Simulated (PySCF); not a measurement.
## A study: C₂H₆, SMILES `CC`

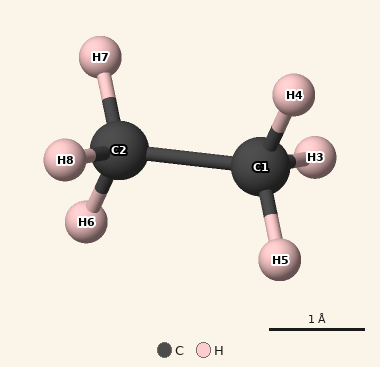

The molecule, with its atoms numbered as below. No frequency check shows the geometry to be a minimum.

Geometry (Å), atoms numbered from 1:

```
C1      -0.7607    0.0000    0.0000
C2       0.7607    0.0000    0.0000
H3      -1.1438    0.3852   -0.9424
H4      -1.1435   -1.0090    0.1375
H5      -1.1438    0.6235    0.8048
H6       1.1437    1.0083   -0.1405
H7       1.1437   -0.6258   -0.8030
H8       1.1437   -0.3825    0.9435
```

### 1. Bonding charge

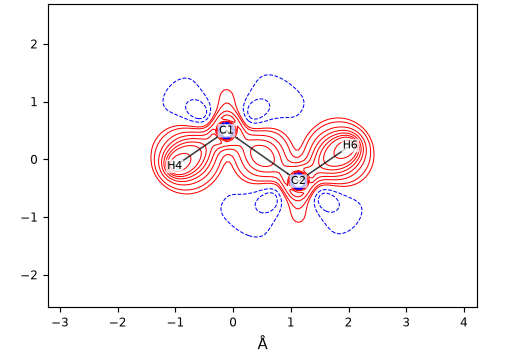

Deformation density (molecule less spherical, spin-averaged free atoms) in the plane of C1, C2, H4 and H6; contours at ±0.05 to ±0.8 e/Å³; solid red lines: gain, dashed blue lines: loss.

PySCF calculation, CAM-B3LYP/def2-TZVP, gas phase; geometry: GFN2-xTB.

Question: Describe the bonding that the map shows.

Answer: C2–H6 and C1–H4: +0.73 e/Å³ at the bond critical point (bond length 1.09 Å, Mayer order 1.0). C1–C2: +0.48 e/Å³ at the bond critical point (bond length 1.52 Å, Mayer order 1.0). In all, 1.7 electrons gather in the regions of gain relative to the promolecule.

### 2. Bond critical points

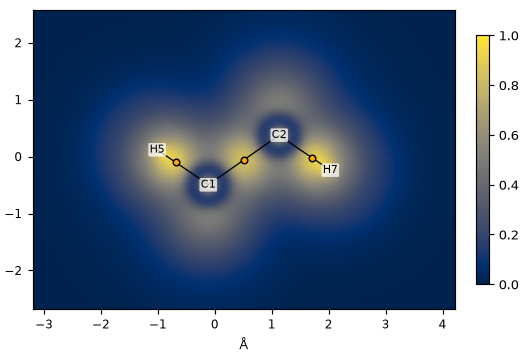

Localised orbital locator (LOL) in the plane of C1, C2, H5 and H7, with bond paths and bond critical points (dots).

Question: What values does LOL take at the bond critical points in this plane?

Answer: C1–H5 and C2–H7: about 0.89; C1–C2: about 0.83. Values above 0.5 mark slow, localised electrons, as in shared pairs; low values at a critical point mark a polar or closed-shell contact whose critical point lies between the shells.

Question: Where along C1–H5 does the critical point lie?

Answer: 0.69 Å from C1 and 0.39 Å from H5.

### 3. Local ionisation energy

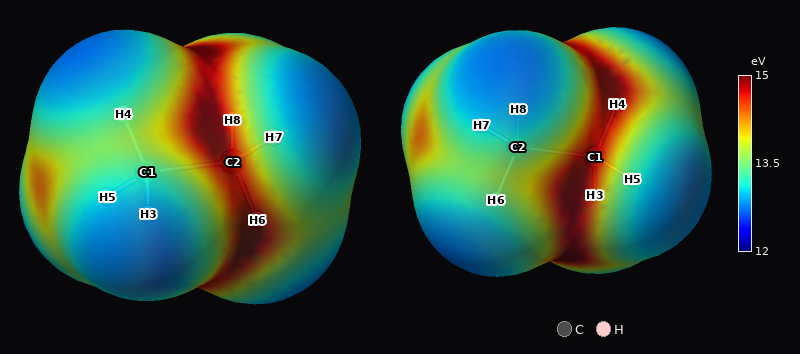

Average local ionisation energy on the surface of electron density 0.001 a.u. (back view left, front view right).

Question: Locate the minima of the map.

Answer: The lowest value is 12.7 eV, 1.4 Å from H4, and at like points elsewhere. For comparison, the highest occupied orbital lies at −11.1 eV.

### 4. Excited states

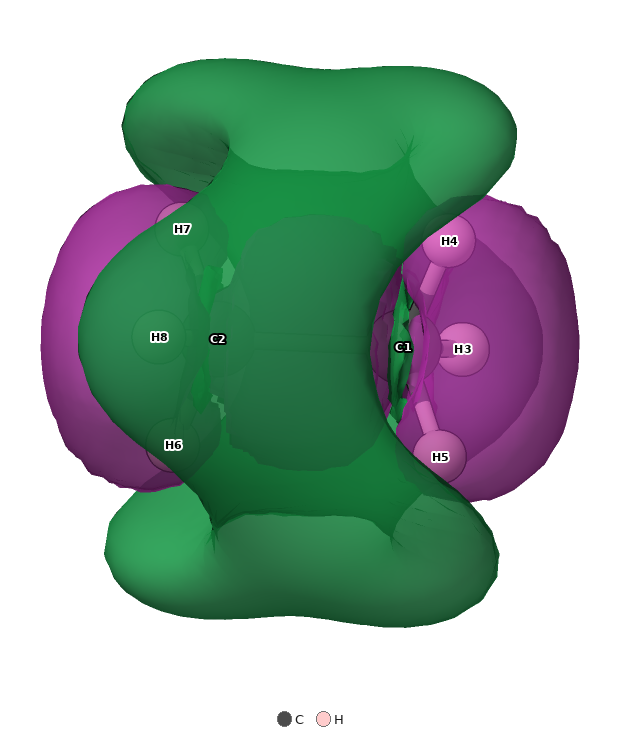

Unrelaxed difference density of T₃ less the ground state (TDA triplet states), ±0.01 e/Å³; green: gain, purple: loss.

Level of theory: ωB97X/def2-TZVP (PySCF), at a geometry from GFN2-xTB. Without diffuse functions Rydberg states are missing, so the states' numbers hold for this basis only.

Question: How does the charge move on excitation?

Answer: 0.76 e is displaced in all, of which about 0.4 e passes between atoms: C1 and C2 (0.19 e each) lose electrons and H3, H4, H5, H6, H7 and H8 (0.06 e each) gain them. The state: 10.39 eV (119 nm), spin-forbidden from the singlet ground state, partly diffuse acceptor orbital, which a basis without diffuse functions describes poorly; the leading pair carries 96 %; hole on C1 and C2 (36 % each), electron on C1 and C2 (17 % each) and H3, H4, H5, H6, H7 and H8 (11 % each) (atom shares of so diffuse an orbital are rough); their centroids lie 0.0 Å apart.

### 5. Localised orbitals

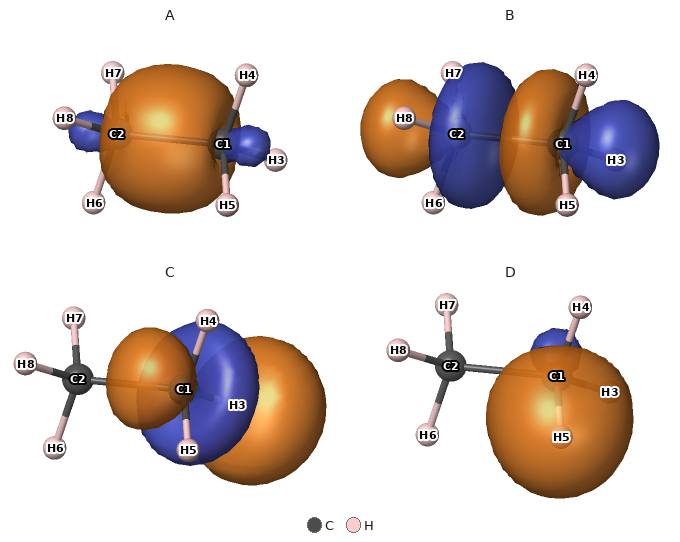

Intrinsic bond orbitals (IBO), occupied and valence-virtual; each surface holds about 85 % of the orbital's density. Energies are diagonal elements of the Fock matrix.

Method: B3LYP/6-31+G*; geometry: GFN2-xTB; program: PySCF.

Question: Name the orbitals, with their atomic make-up and energies.

Answer: By panel:
- A: σ bond C1–C2 (C1 50 %, C2 50 %; −13.8 eV)
- B: σ* orbital C2–C1 (C2 50 %, C1 50 %; 9.9 eV)
- C: σ* orbital H3–C1 (H3 56 %, C1 43 %; 9.9 eV)
- D: σ bond C1–H5 (C1 57 %, H5 43 %; −12.7 eV)
